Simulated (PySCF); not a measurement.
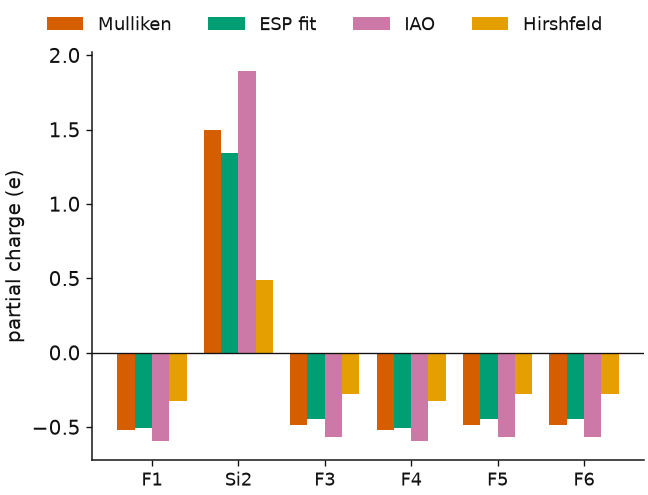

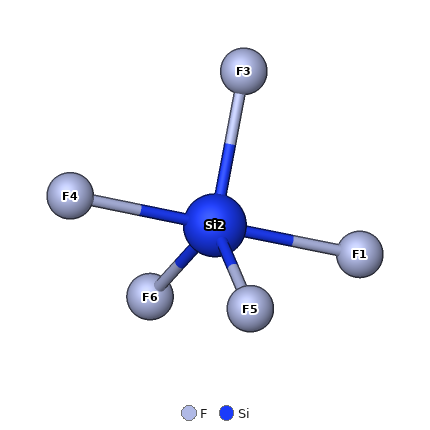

Atomic charges of SiF₅⁻, SMILES F[Si-](F)(F)(F)F by 4 schemes, PBE0/pcSseg-1 in PySCF, at a PBE0-D3(BJ)/def2-SVP geometry (no frequency check).

Q: Which atom is the most negative in each scheme?

A: Mulliken: F1 (−0.52 e), F4 (−0.52 e), F3 (−0.49 e), F5 (−0.49 e) and F6 (−0.49 e); ESP fit: F1 (−0.51 e) and F4 (−0.51 e); IAO: F1 (−0.60 e), F4 (−0.60 e), F3 (−0.57 e), F5 (−0.57 e) and F6 (−0.57 e); Hirshfeld: F1 (−0.33 e), F4 (−0.33 e), F3 (−0.28 e), F5 (−0.28 e) and F6 (−0.28 e).

Q: Which scheme gives the smallest charges overall?

A: Hirshfeld: mean absolute charge Hirshfeld 0.33, ESP fit 0.61, Mulliken 0.67, IAO 0.80 e.

Caveats: an anion in a basis that has no diffuse functions.
